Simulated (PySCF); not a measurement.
**C3H6BP (SMILES CC#CBP): density, localisation and related maps**

```yaml
atoms:
  - { symbol: C, position_ang: [-2.3857, 0.7317, 0.4848] }
  - { symbol: C, position_ang: [-1.1121, 0.0841, 0.2842] }
  - { symbol: C, position_ang: [-0.0484, -0.4691, 0.1171] }
  - { symbol: B, position_ang: [1.2798, -1.1215, -0.0740] }
  - { symbol: P, position_ang: [2.7232, -0.1283, -0.7584] }
  - { symbol: H, position_ang: [-2.4328, 1.1320, 1.4981] }
  - { symbol: H, position_ang: [-2.5046, 1.5531, -0.2219] }
  - { symbol: H, position_ang: [-3.2009, 0.0204, 0.3492] }
  - { symbol: H, position_ang: [1.4119, -2.2741, 0.0977] }
  - { symbol: H, position_ang: [2.5445, 1.0664, -0.0859] }
  - { symbol: H, position_ang: [3.7306, -0.5921, 0.0682] }
```

Geometry: GFN2-xTB.

Computed with PySCF, PBE0/pcSseg-1, SCF density, gas phase, non-relativistic.

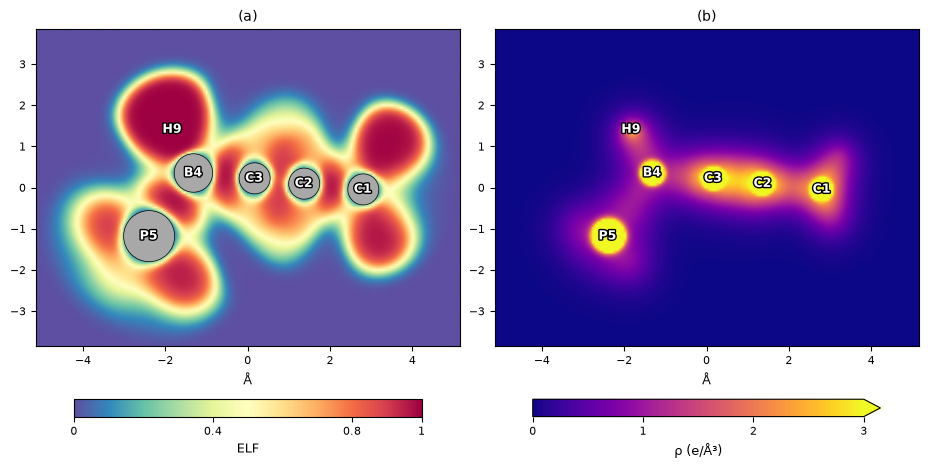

Figure 1. (a) electron localisation function; (b) electron density on the plane of atoms C3, B4 and H9. Grey discs cover the atomic cores in the ELF map.

What do the fields say about this system?

Answer. The section cuts through C, B, P and H sites.
C–C (1.21 Å): ρ at the midpoint is about 2.7 e/Å³; the ELF peaks at about 0.85 between the atoms: a multiple bond.
C–B (1.49 Å): the density is about 1.5 e/Å³ at the midpoint; the ELF peaks at about 0.95 between the atoms; a covalent bond.
B–P (1.88 Å): the density is about 1 e/Å³ at the midpoint; the ELF peaks at about 0.95 between the atoms: localised, covalent bonding.
B–H (1.17 Å): ρ at the midpoint is about 1.3 e/Å³; the ELF climbs to about 1 towards the hydrogen, as it does in any bond to H: a covalent bond by its length.

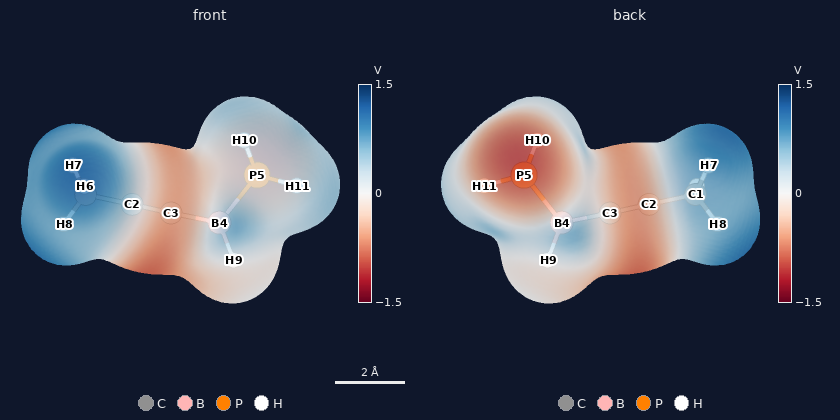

Figure 2. The molecular electrostatic potential painted on the density surface at 0.002 e/bohr³, seen from the front and from behind; red is negative and blue positive.

Describe the electrostatic potential map.

Answer. The most negative region (about −1.0 V) lies over P5, the most positive (about +1.1 V) over H6 and H7.
